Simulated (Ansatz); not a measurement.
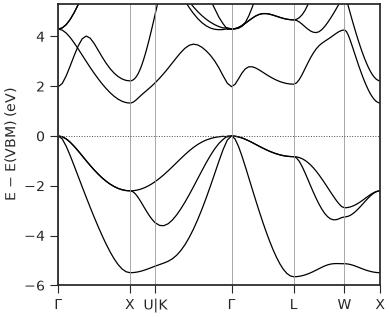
Figure: Band structure from LDA in the plane-wave PAW code Ansatz

### Question
Read off the gap and where the band edges lie.

### Answer
About 1.3 eV (1.32 eV by a search for the band edges); maximum at Γ, minimum at X.

The material is AlAs (zinc blende, F-43m).

The LDA relaxation kept the symmetry of its start; phonons on a q-mesh show no instability. Scalar-relativistic: spin–orbit coupling is off unless named, which matters more the heavier the elements.

Potentials: the later of the program's two PAW sets.
